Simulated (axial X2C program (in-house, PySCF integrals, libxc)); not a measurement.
# Relativistic diatomic calculation, with input and output: BiB⁺

- system: BiB⁺, single determinant with M_S = 3/2 and |Λ| = 0.
- method: BHandHLYP, spin-free X2C-1e, Bi dyall-cv3z, B dyall-v3z (cores contracted) (axial X2C program (in-house, PySCF integrals, libxc))

Key numbers:

| quantity | value |
| --- | --- |
| outcome | converged |
| bond length rₑ | 2.291 Å |
| ωₑ | 440.1 cm⁻¹ |
| energy at the minimum | −21559.82360 hartree |
| depth below the fragments | 2.55 eV |
| largest ⟨S²⟩ along the curve | 3.77 |
| hardware | 1 thread of Arm Neoverse V1, 24 GiB of memory available, shared host |
| wall time | 6.6 s |

Input file:
```
{"zs": [83, 5], "q": 1, "bas": ["dyall-cv3z", "dyall-v3z"], "levels": ["PBE0", "HF", "BHandHLYP"], "cc": true, "r0": 2.36, "thr": -1.0, "nmax": 90, "npts": 10, "nst": 2, "ntry": 6}
```

The line is the task of a batch: nuclear charges, charge, bases, the levels to run, a first guess of the distance and further settings. This report covers BHandHLYP without spin-orbit coupling. The log is that of the reference distance 2.437 Å.

Launched within a batch (the task file carries these settings):
```bash
python <driver script> task.json out
```

The program's output:
```
spin-free X2C-1e  BHandHLYP
basis functions 197  fitting functions 1123  grid points 5087
iter        total energy     max residual
   1     -21559.817215387     2.10e-01
   2     -21559.820844701     4.48e-03
   3     -21559.821016912     4.43e-03
   4     -21559.821243529     9.06e-04
   5     -21559.821291486     8.07e-04
   6     -21559.821316914     2.40e-04
   7     -21559.821324244     6.30e-05
   8     -21559.821324530     2.45e-05
   9     -21559.821324567     6.24e-06
  10     -21559.821324570     2.29e-06
  11     -21559.821324570     6.93e-07
converged
one-electron -29629.17166316  Coulomb 8386.44875190  exact exchange -200.58309727  xc functional -206.62961335  nuclear repulsion 90.11429730
```

The points of the curve:

| R (Å) | E (hartree) | dipole (D; origin at the first atom, positive when the second is positive) | highest filled (eV) | lowest empty (eV) |
| --- | --- | --- | --- | --- |
| 2.067 | −21559.813296 | 2.25 | −14.12 | −9.31 |
| 2.120 | −21559.818190 | 2.40 | −13.96 | −9.20 |
| 2.218 | −21559.822769 | 2.72 | −13.71 | −9.01 |
| 2.291 | −21559.823602 | 2.98 | −13.54 | −8.88 |
| 2.364 | −21559.822959 | 3.26 | −13.39 | −8.75 |
| 2.437 | −21559.821325 | 3.54 | −13.26 | −8.63 |
| 2.522 | −21559.818630 | 3.88 | −13.12 | −8.54 |
| 2.608 | −21559.815447 | 4.22 | −13.00 | −8.56 |
| 2.717 | −21559.811024 | 4.65 | −12.86 | −8.55 |
| 2.851 | −21559.805534 | 5.15 | −12.72 | −8.51 |
| 3.046 | −21559.797892 | 5.82 | −12.56 | −8.41 |

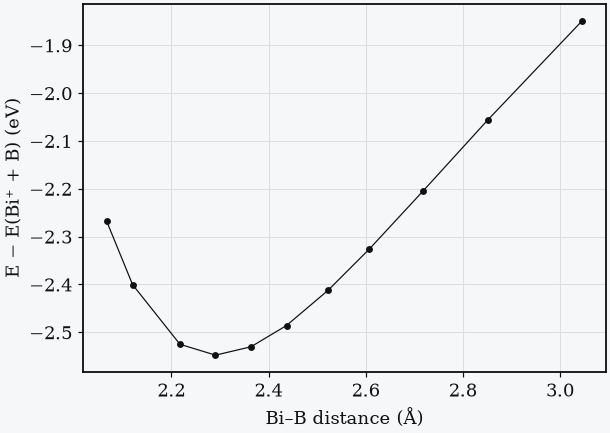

Energy at 11 bond lengths, for one set of occupations held fixed; the line joins the points. A polynomial of degree 6 through 9 points gives rₑ = 2.291 Å, ωₑ = 440.1 cm⁻¹, ωₑxₑ = 4.9 cm⁻¹ and Bₑ = 0.3071 cm⁻¹. The minimum lies 2.55 eV below Bi⁺ + B, each computed as one determinant at the same level.

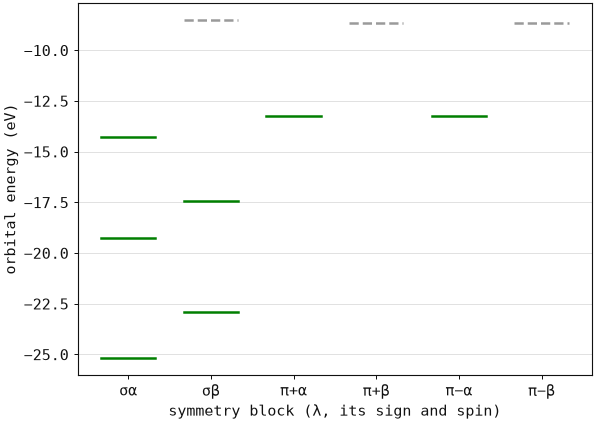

Orbital energies near the frontier at 2.44 Å, filled (solid) and empty (dashed); a label such as π−α means λ = −1 and α spin. The highest filled orbital (π+α; 80 % Bi p, 17 % B p) lies at −13.26 eV, the lowest empty one (π−β; 65 % Bi p, 32 % B p) at −8.63 eV.
